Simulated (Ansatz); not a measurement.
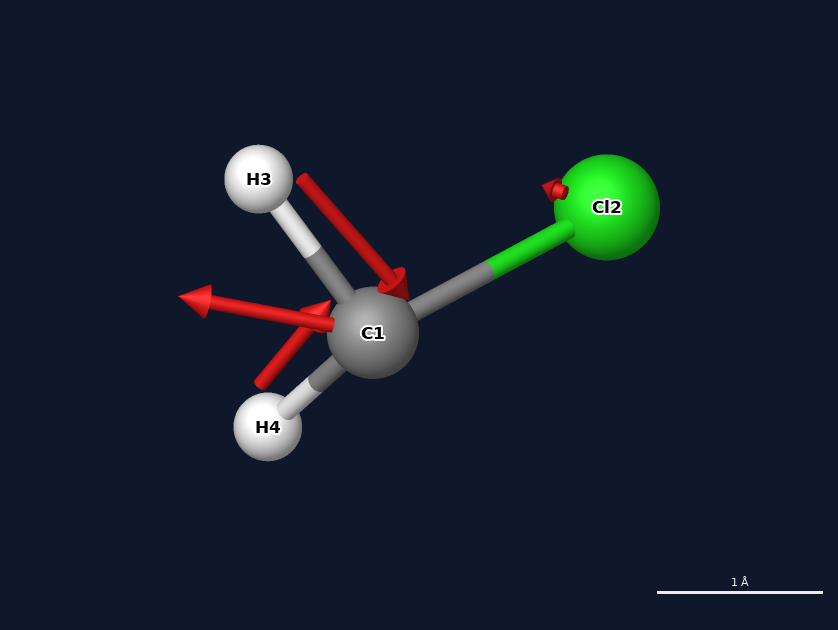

Arrows show the forces on the atoms, 0.5 Å of arrow for 1 eV/Å; forces under a tenth of the largest aren't drawn. Charge −1, singlet. Level of theory: r2SCAN-D4/def2-TZVPPD (Ansatz 0.2.0).

**On which atom is the force largest, and how large is it?**

On H3: 2.19 eV/Å.

**Which bond do the forces act along most?**

C1–H3, now 1.208 Å: the forces pull its atoms together, so a first step downhill shortens it.

List the force components in the frame of the picture (x right, y up, z towards the viewer), in eV/Å.

```json
{"atom": "C1", "Fx": "−1.89", "Fy": "0.35", "Fz": "0.35"}
{"atom": "Cl2", "Fx": "−0.29", "Fy": "0.10", "Fz": "−0.13"}
{"atom": "H3", "Fx": "1.31", "Fy": "−1.49", "Fz": "−0.94"}
{"atom": "H4", "Fx": "0.86", "Fy": "1.04", "Fz": "0.71"}
```
